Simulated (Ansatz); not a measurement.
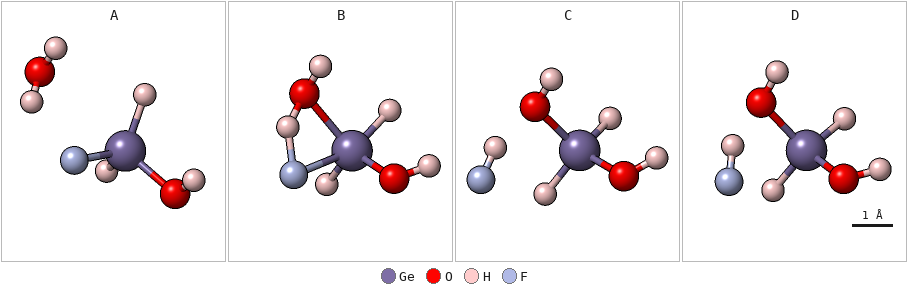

4 geometries from a converged minimum-energy path of GeH5O2F, shuffled. A ball-and-stick model, seen at a tilt.

Method: Ansatz, RKS PBE0/def2-SVP. Run with 7 movable images; climbing image; force threshold 0.05 eV/Å; iteration limit 60; starting path through a guess of the saddle point.

### One of them is the converged climbing image. Which?

B. In order along the path, whose images run from 0 to 8: C (image 0, 0.0 kJ/mol), D (image 2, +6.5 kJ/mol), B (image 4, +63.7 kJ/mol), A (image 7, −24.6 kJ/mol). Breaking: F–H (0.94 → 1.99 Å), Ge–O (1.80 → 2.78 Å). Forming: F–Ge (3.23 → 1.76 Å), H–O (1.65 → 0.97 Å).

The run took 3.4 min on 2 threads of Arm Neoverse V2 (shared host), peak memory 0.22 GiB.
